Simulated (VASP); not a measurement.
Band structure of AgF (relaxed from the CsCl type structure, space group Pm-3m). These are PBEsol GGA, VASP's PBE PAW potentials (set 64) (plane waves; VASP) values and carry that method's errors.

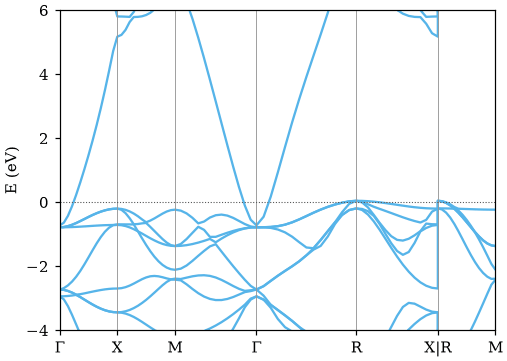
Bands along high-symmetry lines, zero at the valence-band maximum or, without a gap, the Fermi level

Read the plot: is there a gap, and where are the band edges?

It has no gap at this level: it comes out as a metal or semimetal. (Edges off the drawn lines would not show.)

The structure was generated: AgF was put into the CsCl type type (Pm-3m), which need not be its known phase. It was relaxed first, which changed the volume by +42 %.
